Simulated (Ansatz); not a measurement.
## Run report: SiH₂ClOF, geometry relaxation

- system: SiH₂ClOF
- method: RKS BLYP/cc-pVDZ (Ansatz 0.2.0)

The input holds or restrains some coordinates. It belongs to a series of runs on one base structure; here: pulled along the bonds that form and break, towards end A. Figures and captions count atoms from 1; the log counts them from 0 in places.

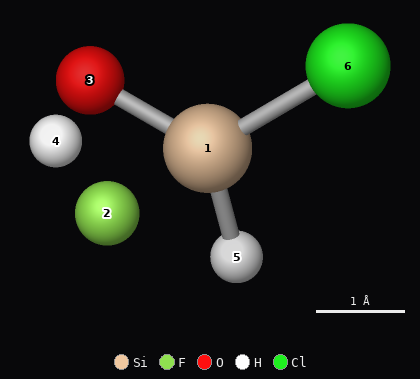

The starting structure (ball-and-stick view, seen at a tilt; atoms are numbered from 1 in the order of the input). Bond lengths as drawn: Cl–Si 1.98 Å, H–Si 1.44 Å and O–Si 1.56 Å.

## Input file
```yaml
crystal:
  periodic: [false, false, false]
  atoms:
    - { symbol: Si, position_ang: [-0.2248, -0.2331, 0.4081] }
    - { symbol: F, position_ang: [0.1945, 1.1748, -0.9508] }
    - { symbol: O, position_ang: [0.3537, -1.0651, -0.7775] }
    - { symbol: H, position_ang: [0.467, 0.0695, -1.3495] }
    - { symbol: H, position_ang: [-1.6191, 0.0663, 0.5954] }
    - { symbol: Cl, position_ang: [0.8288, -0.0124, 2.0743] }
basis:
  gaussian: { orbitals: cc-pVDZ }
hamiltonian:
  xc: blyp
relax:
  f_tol: 0.15
  max_steps: 25
  restrain:
    - { distance: [3, 1], at: 2.18, k: 30.0 }
    - { distance: [0, 1], at: 1.68, k: 30.0 }
    - { distance: [3, 2], at: 0.97, k: 30.0 }
output:
  orbitals: {}
```

Command:
```bash
ansatz run input.yaml --threads 2 --pin off --max-ram 3072MiB --backend cpu --events-out ev --progress --plain --runs-dir out
```

## Log
```
The last accepted step is kept in [file] (removed where the run ends without a failure and the disk answers)
Engine: ansatz 0.2.0, aarch64-unknown-linux-gnu
Functional definition: BLYP
  parameter beta = 0.0042
  parameter a = 0.04918
  parameter b = 0.132
  parameter c = 0.2533
  parameter d = 0.349
  exchange = b88_x(beta = beta)
  correlation = lyp_c(a = a, b = b, c = c, d = d)
889 factors; their error is unknown
mean field evaluation 1: about -25189.9961 eV, gradient 6.6e1 eV
mean field evaluation 2: about -25100.1117 eV, gradient 1.9e2 eV
mean field evaluation 4: about -25196.5620 eV, gradient 2.6e1 eV
mean field evaluation 8: about -25197.6388 eV, gradient 1.3e-1 eV
mean field evaluation 16: about -25197.5927 eV, gradient 2.6e-4 eV
mean field -25197.59274445 eV, -925.9944538167 hartree, gradient 3.1e-5 eV, S^2 0.000000; 0 other end points of the search recorded, 0 dependent functions left out
the calculation of the forces begins
reference -25197.59302120 eV, -925.9944639870 hartree; 25, 25 occupied and 49, 49 virtual orbitals, 889 factors
relax step   1: F+E_penalty+E_count = -25197.59274445 eV  Δ(F+E_penalty+E_count) = +0.000e0 eV  max|allowed force component| = 2.505e0 eV/Å  E_restraint = 17.17304041 eV  max|allowed force component, restraints' pulls added| = 3.609e1 eV/Å  Δτ_max = 0.0000 Å  (26 SCF iters, accepted)
  distance H 3 - F 1 = 1.2062 Å
  distance Si 0 - F 1 = 2.0012 Å
  distance H 3 - O 2 = 1.2757 Å
these checks for a lower state are left out or cut short: starts, cluster_reference, orbital_swaps, neighbouring_geometries, increment
889 factors; their error is unknown
mean field -25198.44941325 eV, -926.0259358144 hartree, gradient 1.1e-5 eV, S^2 0.000000; 0 other end points of the search recorded, 0 dependent functions left out
the calculation of the forces begins
reference -25198.44969027 eV, -926.0259459947 hartree; 25, 25 occupied and 49, 49 virtual orbitals, 889 factors
relax step   2: F+E_penalty+E_count = -25198.44941325 eV  Δ(F+E_penalty+E_count) = -8.567e-1 eV  max|allowed force component| = 3.864e0 eV/Å  E_restraint = 7.09663764 eV  max|allowed force component, restraints' pulls added| = 2.332e1 eV/Å  Δτ_max = 0.1910 Å  (32 SCF iters, accepted)
  distance H 3 - F 1 = 1.5428 Å
  distance Si 0 - F 1 = 1.8915 Å
  distance H 3 - O 2 = 1.1195 Å
these checks for a lower state are left out or cut short: starts, cluster_reference, orbital_swaps, neighbouring_geometries, increment
889 factors; their error is unknown
mean field evaluation 32: about -25199.3274 eV, gradient 1.3e-4 eV
mean field -25199.32740034 eV, -926.0582012448 hartree, gradient 1.7e-5 eV, S^2 0.000000; 0 other end points of the search recorded, 0 dependent functions left out
the calculation of the forces begins
reference -25199.32768050 eV, -926.0582115407 hartree; 25, 25 occupied and 49, 49 virtual orbitals, 889 factors
relax step   3: F+E_penalty+E_count = -25199.32740034 eV  Δ(F+E_penalty+E_count) = -8.780e-1 eV  max|allowed force component| = 2.947e0 eV/Å  E_restraint = 1.49706830 eV  max|allowed force component, restraints' pulls added| = 8.126e0 eV/Å  Δτ_max = 0.1988 Å  (33 SCF iters, accepted)
  distance H 3 - F 1 = 1.8776 Å
  distance Si 0 - F 1 = 1.7714 Å
  distance H 3 - O 2 = 0.9739 Å
these checks for a lower state are left out or cut short: starts, cluster_reference, orbital_swaps, neighbouring_geometries, increment
889 factors; their error is unknown
mean field -25199.79719962 eV, -926.0754660501 hartree, gradient 6.2e-5 eV, S^2 0.000000; 0 other end points of the search recorded, 0 dependent functions left out
the calculation of the forces begins
reference -25199.79748295 eV, -926.0754764621 hartree; 25, 25 occupied and 49, 49 virtual orbitals, 889 factors
relax step   4: F+E_penalty+E_count = -25199.79719962 eV  Δ(F+E_penalty+E_count) = -4.698e-1 eV  max|allowed force component| = 6.845e-1 eV/Å  E_restraint = 0.02503446 eV  max|allowed force component, restraints' pulls added| = 1.013e0 eV/Å  Δτ_max = 0.1949 Å  (30 SCF iters, accepted)
  distance H 3 - F 1 = 2.1992 Å
  distance Si 0 - F 1 = 1.6524 Å
  distance H 3 - O 2 = 0.9932 Å
these checks for a lower state are left out or cut short: starts, cluster_reference, orbital_swaps, neighbouring_geometries, increment
889 factors; their error is unknown
mean field -25199.79186925 eV, -926.0752701626 hartree, gradient 6.4e-5 eV, S^2 0.000000; 0 other end points of the search recorded, 0 dependent functions left out
the calculation of the forces begins
reference -25199.79215259 eV, -926.0752805751 hartree; 25, 25 occupied and 49, 49 virtual orbitals, 889 factors
relax step   5: F+E_penalty+E_count = -25199.79186925 eV  Δ(F+E_penalty+E_count) = +5.330e-3 eV  max|allowed force component| = 5.741e-1 eV/Å  E_restraint = 0.01423286 eV  max|allowed force component, restraints' pulls added| = 9.964e-1 eV/Å  Δτ_max = 0.0696 Å  (24 SCF iters, accepted)
  distance H 3 - F 1 = 2.1974 Å
  distance Si 0 - F 1 = 1.6594 Å
  distance H 3 - O 2 = 0.9849 Å
these checks for a lower state are left out or cut short: starts, cluster_reference, orbital_swaps, neighbouring_geometries, increment
889 factors; their error is unknown
mean field -25199.81059752 eV, -926.0759584139 hartree, gradient 6.6e-5 eV, S^2 0.000000; 0 other end points of the search recorded, 0 dependent functions left out
the calculation of the forces begins
reference -25199.81088087 eV, -926.0759688266 hartree; 25, 25 occupied and 49, 49 virtual orbitals, 889 factors
relax step   6: F+E_penalty+E_count = -25199.81059752 eV  Δ(F+E_penalty+E_count) = -1.873e-2 eV  max|allowed force component| = 4.503e-1 eV/Å  E_restraint = 0.00755213 eV  max|allowed force component, restraints' pulls added| = 1.630e-1 eV/Å  Δτ_max = 0.0437 Å  (24 SCF iters, accepted)
  distance H 3 - F 1 = 2.1977 Å
  distance Si 0 - F 1 = 1.6721 Å
  distance H 3 - O 2 = 0.9814 Å
these checks for a lower state are left out or cut short: starts, cluster_reference, orbital_swaps, neighbouring_geometries, increment
889 factors; their error is unknown
mean field -25199.81562258 eV, -926.0761430815 hartree, gradient 6.7e-5 eV, S^2 0.000000; 0 other end points of the search recorded, 0 dependent functions left out
the calculation of the forces begins
reference -25199.81590598 eV, -926.0761534962 hartree; 25, 25 occupied and 49, 49 virtual orbitals, 889 factors
relax step   7: F+E_penalty+E_count = -25199.81562258 eV  Δ(F+E_penalty+E_count) = -5.025e-3 eV  max|allowed force component| = 4.485e-1 eV/Å  E_restraint = 0.00902706 eV  max|allowed force component, restraints' pulls added| = 5.687e-2 eV/Å  Δτ_max = 0.0457 Å  (25 SCF iters, accepted)
  distance H 3 - F 1 = 2.1999 Å
  distance Si 0 - F 1 = 1.6698 Å
  distance H 3 - O 2 = 0.9802 Å
889 factors; their error is unknown
mean field evaluation 64: about -25199.8609 eV, gradient 2.2e-1 eV
```

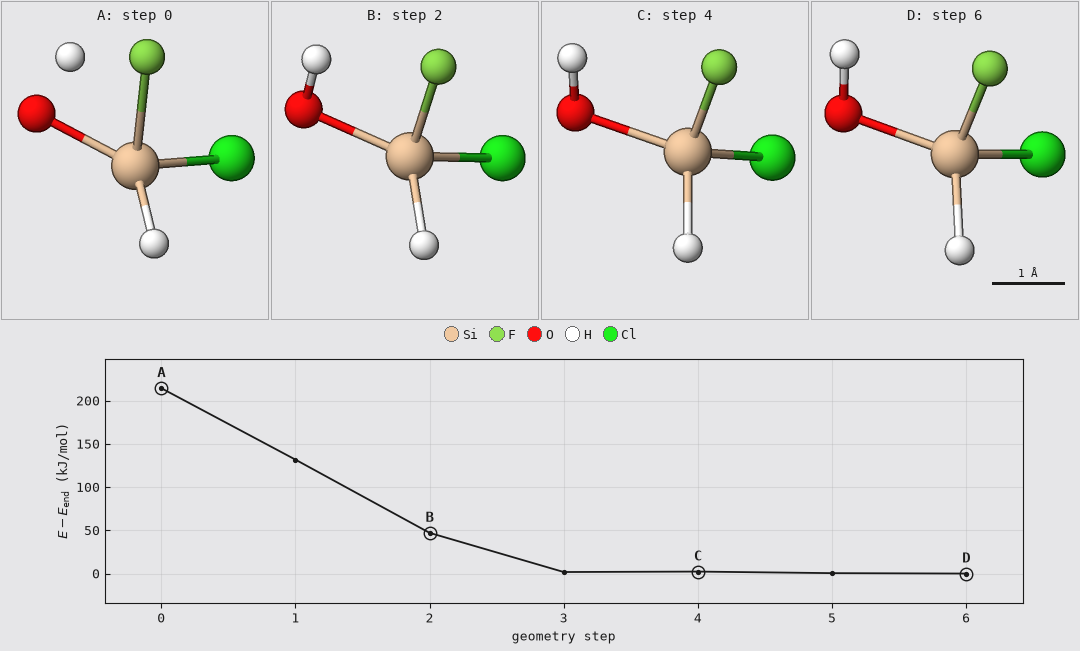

Frames of the restrained relaxation (ball-and-stick view, seen at a tilt) above the curves, on which the letters mark them (the first geometry is step 0 here and step 1 in the log).

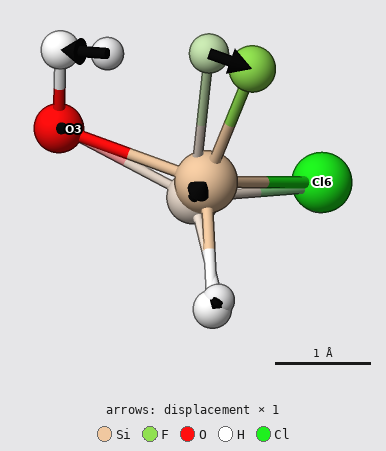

Start (faint) and end (solid) with the displacements as black arrows, at true length (ball-and-stick view, seen at a tilt). The two geometries are laid on each other by the best rigid fit. The largest move after the best rigid fit is that of H4, 0.57 Å. Largest moves by element: H 0.57 Å, F 0.48 Å, Si 0.32 Å, O 0.08 Å, Cl 0.05 Å. Among the contacts that change: Si1–F2 2.001 → 1.670 Å, O3–H4 1.276 → 0.980 Å, Si1–O3 1.560 → 1.681 Å, Si1–Cl6 1.984 → 2.085 Å. New bonds form: O3–H4 (1.28 → 0.98 Å). Among the angles that change: F2–Si1–O3 77.4° → 98.5°, F2–Si1–H5 98.3° → 110.6°, O3–Si1–H5 124.7° → 115.1°. The energy falls by 214.5 kJ/mol in 6 geometry steps. Largest force component: 2.5 eV/Å at the start, 0.45 eV/Å at the end. (Atoms are counted from 1 in the order of the input.)

```
mean field -25199.81562258 eV, -926.0761430815 hartree, gradient 6.7e-5 eV, S^2 0.000000; 1 other end points of the search recorded, 0 dependent functions left out
the calculation of the forces begins
reference -25199.81590598 eV, -926.0761534962 hartree; 25, 25 occupied and 49, 49 virtual orbitals, 889 factors
Total energy: -25199.81590598 eV, -926.0761534962 hartree
Atom 0 at    -0.231910     0.059914     0.284513 Å, force     0.018645     0.267828    -0.213746 eV/Å
Atom 1 at     0.097725     1.454461    -0.572726 Å, force    -0.177932     0.265234     0.434036 eV/Å
Atom 2 at     0.308240    -1.060254    -0.846571 Å, force    -0.117792    -0.198715     0.195143 eV/Å
Atom 3 at     0.641592    -0.447469    -1.535143 Å, force     0.246882    -0.325016    -0.448460 eV/Å
Atom 4 at    -1.679710    -0.022345     0.612715 Å, force     0.003888    -0.027950     0.003345 eV/Å
Atom 5 at     0.864163     0.015693     2.057213 Å, force     0.026310     0.018619     0.029681 eV/Å
Dipole moment:    -0.148612     0.008964    -0.129180 e Å
```

## Trajectory as extended XYZ (Å, eV, eV/Å), 7 frames, from step=1 to step=7
```
6
Properties=species:S:1:pos:R:3:forces:R:3 step=1 energy=-25197.59274
Si   -0.2248   -0.2331    0.4081   -0.7582   2.0681  -0.7988
F     0.1945    1.1748   -0.9508   -0.2530   0.5232   0.7750
O     0.3537   -1.0651   -0.7775    1.1500  -1.7278  -2.5047
H     0.4670    0.0695   -1.3495   -0.0887  -1.1683   0.5015
H    -1.6191    0.0663    0.5954   -0.9718   0.0654   0.3547
Cl    0.8288   -0.0124    2.0743    0.9218   0.2394   1.6723
6
Properties=species:S:1:pos:R:3:forces:R:3 step=2 energy=-25198.44941
Si   -0.2106   -0.1570    0.3465   -0.7244   3.8644   0.1466
F     0.1383    1.2792   -0.8339   -0.4108  -0.7489   1.6211
O     0.3651   -1.0657   -0.8121    1.3223  -0.6014  -3.1562
H     0.5006   -0.1147   -1.3871    0.0071  -2.2387   0.5625
H    -1.6295    0.0669    0.5982   -0.5750  -0.2533   0.2247
Cl    0.8362   -0.0086    2.0885    0.3807  -0.0222   0.6013
6
Properties=species:S:1:pos:R:3:forces:R:3 step=3 energy=-25199.32740
Si   -0.2036   -0.0585    0.3067   -0.3316   2.9467  -0.2278
F     0.0825    1.3648   -0.7082   -0.2664  -0.8374   1.4406
O     0.3801   -1.0568   -0.8489    0.2267  -1.6993  -0.1779
H     0.5409   -0.3014   -1.4423    0.5273   0.0157  -1.3034
H    -1.6383    0.0617    0.6023   -0.3459  -0.3624   0.1191
Cl    0.8384   -0.0099    2.0904    0.1900  -0.0633   0.1494
6
Properties=species:S:1:pos:R:3:forces:R:3 step=4 energy=-25199.79720
Si   -0.2217    0.0520    0.2799    0.0550  -0.3158  -0.0513
F     0.0797    1.4437   -0.5585   -0.0304   0.6038   0.1056
O     0.3757   -1.0825   -0.8386   -0.2635   0.5582   0.1196
H     0.5939   -0.4424   -1.5660    0.1527  -0.6845  -0.1165
H    -1.6745    0.0179    0.6132    0.0473  -0.1561  -0.0702
Cl    0.8470    0.0113    2.0699    0.0390  -0.0056   0.0128
6
Properties=species:S:1:pos:R:3:forces:R:3 step=5 energy=-25199.79187
Si   -0.2017    0.0967    0.3003   -0.0761  -0.4877  -0.3257
F     0.0958    1.4603   -0.5971   -0.0660   0.5741   0.4188
O     0.3472   -1.0516   -0.8121   -0.0389   0.1035   0.1382
H     0.5633   -0.4557   -1.5659    0.1975  -0.4686  -0.2696
H    -1.6561   -0.0378    0.5756   -0.0183   0.1256   0.1206
Cl    0.8517   -0.0119    2.0993    0.0018   0.1531  -0.0823
6
Properties=species:S:1:pos:R:3:forces:R:3 step=6 energy=-25199.81060
Si   -0.2224    0.0606    0.2869    0.0567   0.2275  -0.2339
F     0.1046    1.4577   -0.5716   -0.1915   0.1857   0.4503
O     0.3379   -1.0649   -0.8358   -0.1581  -0.0528   0.2251
H     0.5990   -0.4462   -1.5515    0.2548  -0.3637  -0.4413
H    -1.6753   -0.0220    0.6005    0.0293  -0.0168   0.0049
Cl    0.8563    0.0149    2.0714    0.0087   0.0201  -0.0051
6
Properties=species:S:1:pos:R:3:forces:R:3 step=7 energy=-25199.81562
Si   -0.2319    0.0599    0.2845    0.0186   0.2678  -0.2137
F     0.0977    1.4545   -0.5727   -0.1779   0.2652   0.4340
O     0.3082   -1.0603   -0.8466   -0.1178  -0.1987   0.1951
H     0.6416   -0.4475   -1.5351    0.2469  -0.3250  -0.4485
H    -1.6797   -0.0223    0.6127    0.0039  -0.0279   0.0033
Cl    0.8642    0.0157    2.0572    0.0263   0.0186   0.0297
```

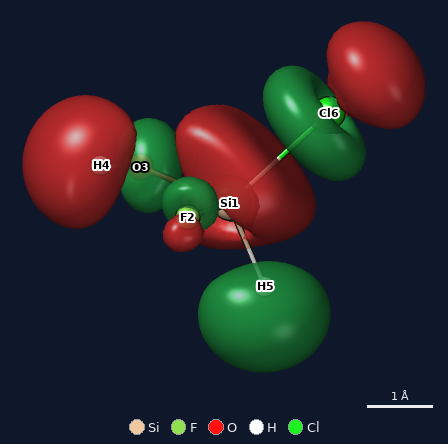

The LUMO at ±0.1 Å⁻³ᐟ² (green and red are the two phases), seen at a tilt. Its weight (Hirshfeld) is mainly on Si1 (35 %), Cl6 (25 %), O3 (15 %), H5 (15 %) and H4 (10 %). Its energy is −0.48 eV.

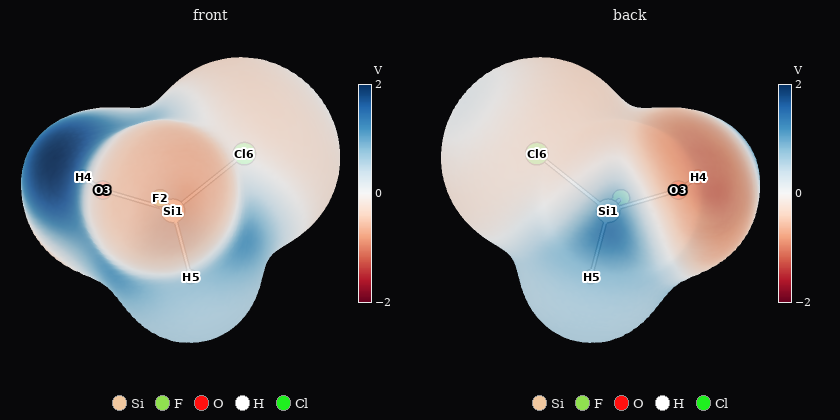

The molecular electrostatic potential painted on the density surface at 0.001 e/bohr³, seen at a tilt and from behind; red is negative and blue positive. A positive charge is drawn to the negative regions and a negative charge to the positive ones.

## Key numbers

```json
{"quantity": "outcome", "value": "converged under the restraints of the input"}
{"quantity": "total energy", "value": "−25199.8159 eV"}
{"quantity": "mean-field energy", "value": "−25199.8159 eV"}
{"quantity": "largest force (length of the vector) at the end, held atoms and coordinates included", "value": "0.606 eV/Å"}
{"quantity": "hardware", "value": "2 threads of Arm Neoverse V2, 24 GiB of memory available, shared host"}
{"quantity": "wall time", "value": "8.1 s (CPU time 15 s)"}
{"quantity": "peak memory", "value": "0.14 GiB"}
```
